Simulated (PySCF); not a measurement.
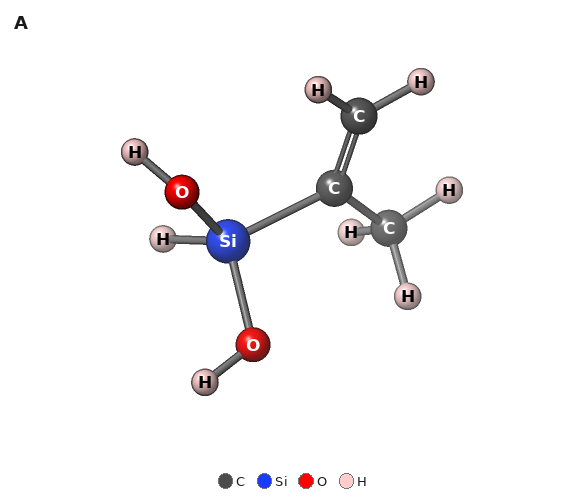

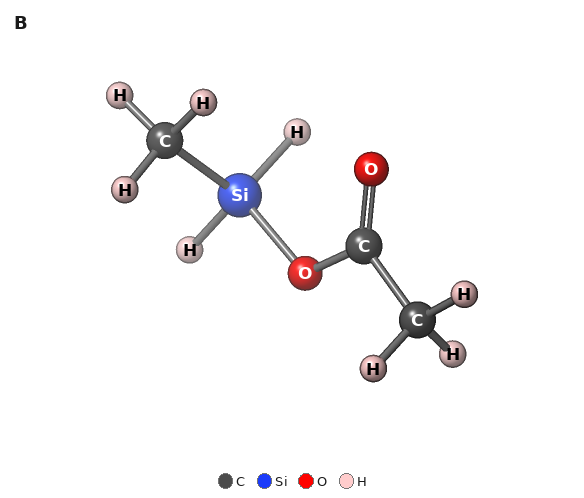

Depth is shown by fading: the farther an atom, the more it takes the colour of the background. The computed structure is the end point of a PBE0-D3(BJ)/def2-SVP optimisation. No frequency run is at hand to confirm it as a minimum.

How are A and B related: the same structure turned, mirror images, conformers, diastereomers or constitutional isomers?

They are constitutional isomers of C3H8O2Si: A is C=C(C)[SiH](O)O, B is C[SiH2]OC(C)=O
